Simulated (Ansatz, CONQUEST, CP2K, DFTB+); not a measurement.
**CP2K on H-capped Ge nanowire along [112] (40 atoms): settings against a plane-wave reference**

Wanted: CP2K inputs and outputs for H-capped Ge nanowire along [112] (40 atoms), checked against a plane-wave reference.

Calculated with CP2K 2026.2; the method is named at each step.

### Step 1. The structure

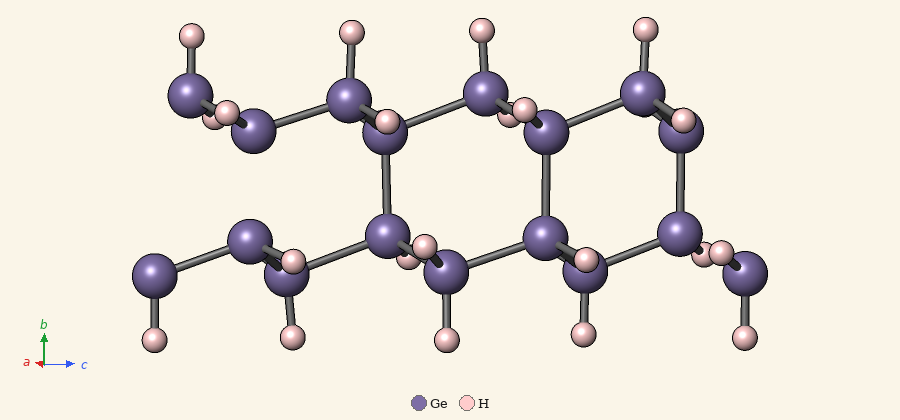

The starting structure, seen from the side, with the c axis across the page (germanium purple, hydrogen pink). Some periodic images of atoms are drawn too.

The cell holds 40 atoms: 16 Ge and 24 H. Its edges and angles: a = 16.499 Å, b = 19.143 Å, c = 13.859 Å, α = 90.0°, β = 90.0°, γ = 90.0°. It derives from Ge (diamond-structure). Diamond section of size parameter 3.53 Å cut from diamond-structure Ge (a = 5.658 Å) along [112], 2 periods, broken bonds capped with H, 12 Å of vacuum. Then every atom was moved at random, 0.05 Å r.m.s. a Cartesian component (hydrogen 0.6 of that). Regions: wire, 16 atoms (16 Ge); hydrogen, 24 atoms (24 H). Vacuum lies along a and b. The structure's axis is c.

The yardstick, on the same geometry:

- method: Kohn-Sham DFT, PBE, PAW, plane waves (Ansatz 0.2.0); cutoff 420 eV, Γ point, fermi-dirac smearing of 0.05 eV; PAW set soft_2
- r.m.s. force component: 0.8855 eV/Å
- longest force: 3.978 eV/Å
- gap (highest filled to lowest empty level): 3.755 eV
- SCF cycles: 8
- time: 11 s on 4 threads of Intel Xeon 6975P-C (Granite Rapids), shared host
- CPU time: 39 s

### Step 2. PBE, DZVP-UZH, 450/50 Ry, diagonalisation

Method: Kohn-Sham DFT, PBE, GTH-PBE pseudopotentials, Gaussian and plane waves, DZVP-MOLOPT (UZH set), diagonalisation.

File input.inp:

```
&GLOBAL
  PROJECT cell
  RUN_TYPE ENERGY_FORCE
  PRINT_LEVEL LOW
&END GLOBAL
&FORCE_EVAL
  METHOD QS
  &DFT
    BASIS_SET_FILE_NAME BASIS_MOLOPT_UZH
    POTENTIAL_FILE_NAME POTENTIAL_UZH
    &MGRID
      CUTOFF 450
      REL_CUTOFF 50
    &END MGRID
    &QS
      EPS_DEFAULT 1.0E-12
    &END QS
    &SCF
      SCF_GUESS ATOMIC
      EPS_SCF 1.0E-06
      MAX_SCF 200
      ADDED_MOS 14
      &DIAGONALIZATION
        ALGORITHM STANDARD
      &END DIAGONALIZATION
      &SMEAR ON
        METHOD FERMI_DIRAC
        ELECTRONIC_TEMPERATURE [K] 580
      &END SMEAR
      &MIXING
        METHOD BROYDEN_MIXING
        ALPHA 0.3
        NBROYDEN 8
      &END MIXING
      &PRINT
        &RESTART OFF
        &END RESTART
      &END PRINT
    &END SCF
    &XC
      &XC_FUNCTIONAL PBE
      &END XC_FUNCTIONAL
    &END XC
    &PRINT
      &MULLIKEN ON
      &END MULLIKEN
      &HIRSHFELD ON
        SHAPE_FUNCTION DENSITY
      &END HIRSHFELD
      &MO ON
        EIGENVALUES T
        OCCUPATION_NUMBERS T
        MO_INDEX_RANGE 33 56
        &EACH
          QS_SCF 0
        &END EACH
        ADD_LAST NUMERIC
      &END MO
    &END PRINT
  &END DFT
  &SUBSYS
    &CELL
      A 16.49888 0.00000 0.00000
      B 0.00000 19.14331 0.00000
      C 0.00000 0.00000 13.85921
    &END CELL
    &COORD
      Ge 7.23575 7.49690 0.03520
      Ge 7.17074 8.29154 2.26113
      Ge 7.19731 10.86000 2.34941
      Ge 7.23162 11.56543 4.59544
      Ge 9.20671 7.46991 3.41061
      Ge 9.28854 8.35031 5.79398
      Ge 9.25554 10.75911 5.72773
      Ge 9.27732 11.63530 1.16085
      Ge 7.32237 7.55854 6.89024
      Ge 7.30917 8.34208 9.21776
      Ge 7.23624 10.80276 9.22954
      Ge 7.25093 11.69905 11.49261
      Ge 9.24317 7.52141 10.42656
      Ge 9.27435 8.37501 12.65069
      Ge 9.22304 10.76907 12.67342
      Ge 9.26627 11.65311 8.09170
      H 5.95313 8.01626 13.15613
      H 7.28640 6.00583 0.03700
      H 6.00081 7.85507 3.11236
      H 6.10162 11.31523 1.57053
      H 5.98480 11.10006 5.31833
      H 7.21892 13.13978 4.66058
      H 9.24911 6.00200 3.55794
      H 10.42383 8.04536 2.76921
      H 10.47349 7.82425 6.45687
      H 10.46260 11.29130 5.06027
      H 10.52744 11.09623 1.91008
      H 9.26330 13.01898 1.18870
      H 7.25241 5.97922 6.89510
      H 5.99800 8.18625 6.19784
      H 5.96286 7.86790 9.98695
      H 6.01582 11.35887 8.54517
      H 7.30521 13.18093 11.56981
      H 6.01054 11.10006 12.27441
      H 10.54988 8.05302 9.73277
      H 9.27006 6.04393 10.39053
      H 10.49395 7.85795 13.39146
      H 10.52299 11.35313 11.99750
      H 9.24993 13.11834 8.00078
      H 10.50929 11.12265 8.83899
    &END COORD
    &KIND Ge
      BASIS_SET DZVP-MOLOPT-PBE-GTH-q4
      POTENTIAL GTH-PBE-q4
    &END KIND
    &KIND H
      BASIS_SET DZVP-MOLOPT-PBE-GTH-q1
      POTENTIAL GTH-PBE-q1
    &END KIND
  &END SUBSYS
  &PRINT
    &FORCES ON
    &END FORCES
  &END PRINT
&END FORCE_EVAL
```

The run is started by

```sh
$ OMP_NUM_THREADS=2 cp2k.psmp -i input.inp > output.txt
```

Numbers of over 12 decimals in the logs are rounded to 6 here.

Output:

```text
CP2K| version string:                                       CP2K version 2026.2
 CP2K| Input file name                                                 input.inp
 GLOBAL| Basis set file name                                    BASIS_MOLOPT_UZH
 GLOBAL| Potential file name                                       POTENTIAL_UZH
 GLOBAL| Run type                                                   ENERGY_FORCE
 GLOBAL| Total number of message passing processes                             1
 GLOBAL| Number of threads for this process                                    2
 TOTAL NUMBERS AND MAXIMUM NUMBERS
  Total number of            - Atomic kinds:                                   2
                             - Atoms:                                         40
                             - Shell sets:                                    40
                             - Shells:                                       152
                             - Primitive Cartesian functions:                184
                             - Cartesian basis functions:                    344
                             - Spherical basis functions:                    328
  Maximum angular momentum of- Orbital basis functions:                        2
                             - Local part of the GTH pseudopotential:          2
                             - Non-local part of the GTH pseudopotential:      4
 SCF PARAMETERS         Density guess:                                    ATOMIC
                        max_scf:                                             200
                        eps_scf:                                        1.00E-06
                        added MOs                                        14    0
                        Mixing method:                            BROYDEN_MIXING
                                                charge density mixing in g-space
                        Smear method:                                FERMI_DIRAC
                        Electronic temperature [K]:                        580.0
                        Electronic temperature [a.u.]:                  1.84E-03
                        Accuracy threshold:                             1.00E-10
 Extrapolation method: initial_guess
 Number of electrons:                                                         88
 Number of occupied orbitals:                                                 44
 Number of molecular orbitals:                                                58
 Number of orbital functions:                                                328
 Number of independent orbital functions:                                    328
 SCF WAVEFUNCTION OPTIMIZATION
  Step     Update method      Time    Convergence         Total energy    Change
     1 NoMix/Diag. 0.30E+00    5.5     0.75321259       -75.1652410944 -7.52E+01
     2 Broy./Diag. 0.30E+00    7.7     0.09030556       -72.5976022258  2.57E+00
     3 Broy./Diag. 0.30E+00    7.2     0.15403836       -75.2811909895 -2.68E+00
     4 Broy./Diag. 0.30E+00    7.1     0.02351427       -76.1896463839 -9.08E-01
[...]
25 Broy./Diag. 0.30E+00    7.7     0.00000525       -76.6027835076 -3.94E-05
    26 Broy./Diag. 0.30E+00    7.8     0.00000096       -76.6027986087 -1.51E-05
  *** SCF run converged in    26 steps ***
  Electronic density on regular grids:        -88.0000000000        0.0000000000
  Core density on regular grids:               87.9999999997       -0.0000000003
  Total charge density on r-space grids:       -0.0000000003
  Total charge density g-space grids:          -0.0000000003
  Overlap energy of the core charge distribution:               3.5744e-05
  Self energy of the core charge distribution:               -167.375424
  Core Hamiltonian energy:                                     43.172001
  Hartree energy:                                              74.451370
  Exchange-correlation energy:                                -26.850782
  Electronic entropic energy:                                  -0.000000
  Fermi energy:                                                -0.100026
  Total energy:                                               -76.602799
  Total energy (extrapolated to T->0):                        -76.602799
 MO| EIGENVALUES AND OCCUPATION NUMBERS
 MO|
 MO|  Index      Eigenvalue [a.u.]        Eigenvalue [eV]             Occupation
 MO|     33              -0.232755              -6.333592               2.000000
 MO|     34              -0.223951              -6.094020               2.000000
 MO|     35              -0.221811              -6.035772               2.000000
[...]
MO|     55              -0.008732              -0.237619               0.000000
 MO|     56               0.002004               0.054519               0.000000
 MO| Sum:                                                              88.000000
 MO| E(Fermi):           -0.100026 a.u.         -2.721852 eV
 MO| Band gap:            0.141719 a.u.          3.856364 eV
 !-----------------------------------------------------------------------------!
                     Mulliken Population Analysis
 #  Atom  Element  Kind  Atomic population                           Net charge
       1     Ge       1          3.815062                              0.184938
       2     Ge       1          4.008174                             -0.008174
       3     Ge       1          3.994265                              0.005735
[...]
39     H        2          1.059022                             -0.059022
      40     H        2          1.063422                             -0.063422
 # Total charge                             88.000000                  0.000000
 !-----------------------------------------------------------------------------!
 !-----------------------------------------------------------------------------!
                           Hirshfeld Charges
  #Atom  Element  Kind  Ref Charge     Population                    Net charge
      1       Ge     1       4.000          3.883                         0.117
      2       Ge     1       4.000          3.933                         0.067
      3       Ge     1       4.000          3.930                         0.070
[...]
39       H      2       1.000          1.060                        -0.060
     40       H      2       1.000          1.059                        -0.059
  Total Charge                                                           -0.000
 !-----------------------------------------------------------------------------!
 ENERGY| Total FORCE_EVAL ( QS ) energy [hartree]            -76.602779
 FORCES| Atomic forces [hartree/bohr]
 FORCES|   Atom     x               y               z               |f|
 FORCES|      1  2.90697563E-03  2.03698093E-02 -2.04127832E-02   2.89838120E-02
 FORCES|      2  1.75591189E-02  2.21662357E-02  1.30175783E-02   3.11307245E-02
 FORCES|      3  4.99220094E-02 -3.39504986E-02  3.02466423E-03   6.04482586E-02
[...]
FORCES|     39  1.78338534E-03  2.61533665E-02  1.30482738E-03   2.62465544E-02
 FORCES|     40  2.63114238E-04  2.18215814E-03 -4.72070370E-05   2.19847032E-03
 FORCES| Sum     2.26934540E-07 -1.19630031E-06  2.83575900E-06
 FORCES| Total atomic force                                       3.08612424E-06
```

Elapsed: 3.5 min, on 2 threads of Intel Xeon 6975P-C (Granite Rapids), shared host; peak memory 6.5 GiB; 5.6 min of CPU time.

Banners, paths, timers and routine set-up lines are dropped from the logs unmarked, and long logs keep their key lines alone; longer cuts are marked.

Numbers from this run, and their distance from the reference:

```yaml
r_m_s_force_component: 0.8563 eV/Å
r_m_s_difference_of_force_components: 36.61 meV/Å
longest_difference_of_force_vectors: 161.3 meV/Å
force_difference_over_r_m_s_force: 4.135 %
slope_of_forces_against_the_reference_s: 0.9668
correlation_of_force_components: 0.9997
spacing_of_highest_filled_and_lowest_empty_level: 3.856 eV
gap_difference: 0.1014 eV
```

Length of the force difference by element (eV/Å):

| element | atoms | mean | most |
| --- | --- | --- | --- |
| Ge | 16 | 0.073 | 0.16 |
| H | 24 | 0.037 | 0.15 |

Levels nearest the highest filled one (eV from it): -1.42, -1.18, -1.13, -0.96, -0.90, -0.85, -0.82, -0.72, -0.65, -0.60, -0.44, 0.00, 3.86, 3.97, 4.15, 4.16, 4.23, 4.38, 4.44, 4.50, 4.52, 4.63, 4.67, 4.96.

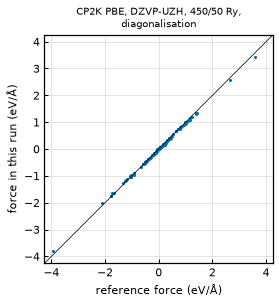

Force components against those of the reference; the line marks equality.

The surroundings of Ge8, which bears the longest force, nearest first, numbered as they follow in the input and with coordinates relative to it.

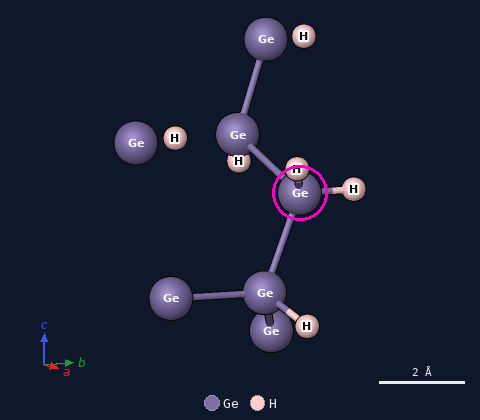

The atoms of the table, within 4.1 Å (arrows a, b, c point along x, y, z); some may hide others; the central atom is ringed.

| atom | x | y | z | distance (Å) | bonds | Hirshfeld charge (e) | Fx | Fy | Fz (eV/Å) |
| --- | --- | --- | --- | --- | --- | --- | --- | --- | --- |
| Ge8 | 0.00 | 0.00 | 0.00 | 0.00 | 4 | 0.12 | -0.48 | -3.79 | -0.01 |
| H28 | -0.01 | 1.38 | 0.03 | 1.38 | 1 | -0.06 | 0.09 | 3.44 | 0.01 |
| H27 | 1.25 | -0.54 | 0.75 | 1.55 | 1 | -0.06 | -0.11 | 0.08 | -0.07 |
| Ge15 | -0.05 | -0.87 | -2.35 | 2.50 | 4 | 0.06 | 0.17 | 1.01 | 0.20 |
| Ge3 | -2.08 | -0.78 | 1.19 | 2.52 | 4 | 0.07 | 2.57 | -1.75 | 0.16 |
| H20 | -3.18 | -0.32 | 0.41 | 3.22 | 1 | -0.06 | -2.03 | 0.86 | -1.27 |
| H38 | 1.25 | -0.28 | -3.02 | 3.28 | 1 | -0.07 | -0.24 | -0.20 | 0.05 |
| Ge4 | -2.05 | -0.07 | 3.43 | 4.00 | 4 | 0.12 | 0.41 | 0.83 | 0.55 |
| Ge14 | 0.00 | -3.26 | -2.37 | 4.03 | 4 | 0.07 | -1.00 | -0.35 | 0.66 |
| Ge12 | -2.03 | 0.06 | -3.53 | 4.07 | 4 | 0.12 | -0.08 | -1.63 | 0.50 |
| H26 | 1.19 | -0.34 | 3.90 | 4.09 | 1 | -0.06 | 0.95 | 0.39 | -0.66 |
| H24 | 1.15 | -3.59 | 1.61 | 4.10 | 1 | -0.06 | 0.75 | 0.13 | -0.50 |
| Ge2 | -2.11 | -3.34 | 1.10 | 4.10 | 4 | 0.07 | 0.90 | 1.14 | 0.67 |

Forces lie 4.1 % from the reference's, at 8.5 times its CPU time (on 2 against 4 cores).

Mean charges by element (e), by run and scheme:

| run | scheme | Ge | H |
| --- | --- | --- | --- |
| reference | Löwdin | +0.12 | -0.03 |
| CP2K PBE, DZVP-UZH, 450/50 Ry, diagonalisation | Mulliken | +0.09 | -0.06 |
| CP2K PBE, DZVP-UZH, 450/50 Ry, diagonalisation | Hirshfeld | +0.09 | -0.06 |

The reference's Löwdin charges lack the electrons that the projection spills, 0.032 e an atom on average.

Further runs of this program without a result: CP2K PBE0 with truncated exchange and ADMM, PBE0 potentials, DZVP-UZH, 450/50 Ry, OT DIIS (cut off at its time limit); CP2K PBE, SZV-MOLOPT-SR, 450/50 Ry, diagonalisation (cut off at its time limit).

### Step 3. Outcome

- force difference from the reference: CP2K PBE, DZVP-UZH, 450/50 Ry, diagonalisation, 4.1 %
- its CPU time: 5.6 min

**Reading.** The PBE run in local orbitals differs by 4.1 % (CP2K PBE, DZVP-UZH, 450/50 Ry, diagonalisation); basis, grid and potentials can all enter. At the same functional, the gap of CP2K PBE, DZVP-UZH, 450/50 Ry, diagonalisation lies 0.10 eV above the reference's 3.75 eV. These are spacings on the run's k-points, which needn't hold the band edges. The mean charges agree among these rows within 0.04 e. The potentials hold different valence shells: 248 electrons in the reference, 88 in CP2K with DZVP-UZH; this bears on time and differences. The electronic-structure runs sample only Γ, in a cell whose periodic width is 14 Å.

[Also dropped from logs without a mark: logging warnings of Python, and SIESTA's first energy breakdown and zero terms.]

[Logs are printed without paths, hosts, clocks, repeated set-up lines and the standing remarks that a program may print on its own settings, such as how far it seeks lower states.]

[Hosts, paths, dates, database ids (printed as entryN), source tags and the programs' standing remarks are cut or masked in the printed files.]
